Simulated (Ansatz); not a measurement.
Input file:

```
crystal:
  periodic: [false, false, false]
  atoms:
    - {symbol: Hf, position_ang: [-0.464166, -0.471040, 0.369214]}
    - {symbol: Cl, position_ang: [0.919464, 1.275340, -1.653735]}
    - {symbol: Cl, position_ang: [-0.058669, -2.086911, -1.267208]}
    - {symbol: Cl, position_ang: [-1.064359, -1.645912, 2.271162]}
    - {symbol: Cl, position_ang: [-2.194397, 1.051551, -0.003031]}
    - {symbol: H, position_ang: [1.801822, 1.578062, -0.771692]}
    - {symbol: H, position_ang: [1.060304, 0.298811, 1.055190]}
basis:
  gaussian: {orbitals: def2-TZVPP}
hamiltonian: {xc: pbe0, dispersion: d4}
output: {orbitals: {seedname: orbitals}}
```

Command:

```sh
ansatz run in.yaml --threads 8 --pin off --events-out ev --progress --plain --max-ram 19148MiB
```

The product side of a reaction path; geometry: PBE0-D4/def2-TZVP; core potentials replace the inner electrons of Hf.

Theory: RKS PBE0-D4/def2-TZVPP in Ansatz.

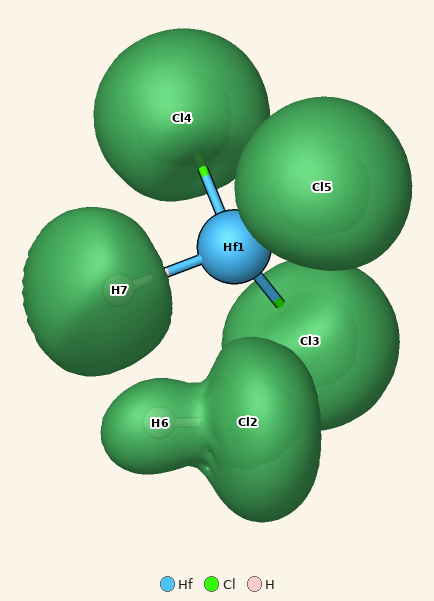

Cl3HHf···HCl. Isosurface of the electron localisation function at 0.75 (green), seen at an oblique angle. Core shells and regions of very low density are left out.

**Identify the bonds, lone pairs and shells in this picture.**

At this value the surface marks out one region around a hydrogen nucleus, three regions wrapped around Cl (the valence shell of each) and one joined region spread over several atoms (Cl, H), in which their bonds and any lone pairs are merged.

Values along the shortest contacts:
Hf1···Cl2 (3.01 Å): the ELF peaks at about 0.90 in the valence shell of Cl, 0.9 Å from its nucleus, and is about 0.15 at the midpoint. Hf–Cl (2.31 Å): the ELF peaks at about 0.85 in the valence shell of Cl, 0.8 Å from its nucleus, and is about 0.40 at the midpoint.
